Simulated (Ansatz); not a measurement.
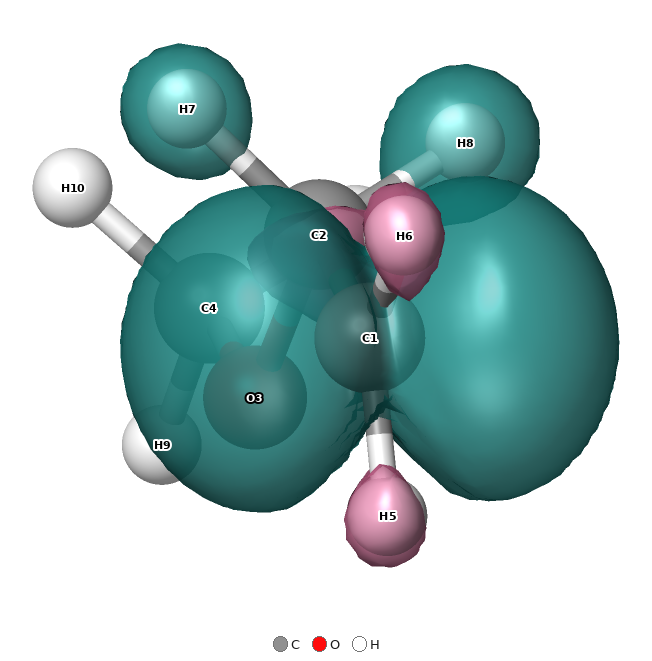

*C$_{3}$H$_{7}$O (SMILES [CH2]COC) (doublet). Isosurfaces of the spin density at +0.03 (teal) and −0.03 e/Å³ (pink), seen at an oblique angle.*

Geometry: PBE0-D4/def2-TZVP.

Level of theory: UKS PBE0-D4/def2-TZVPP in Ansatz 0.2.0.

```xyz
11

C    -1.1949    1.3662   -0.6791
C    -0.4758    0.4122    0.1810
O     0.5087   -0.2559   -0.5614
C     1.2049   -1.1968    0.2050
H    -1.0706    1.3228   -1.7521
H    -1.9114    2.0521   -0.2482
H    -0.0191    0.9322    1.0442
H    -1.1781   -0.3251    0.6211
H     1.9432   -1.6688   -0.4435
H     1.7250   -0.7247    1.0509
H     0.5333   -1.9712    0.6026
```

Question: Which atoms carry the spin?

Answer: The unpaired spin (1 electron) lies mostly on C1 (about 0.8), in electrons by Hirshfeld's partition.
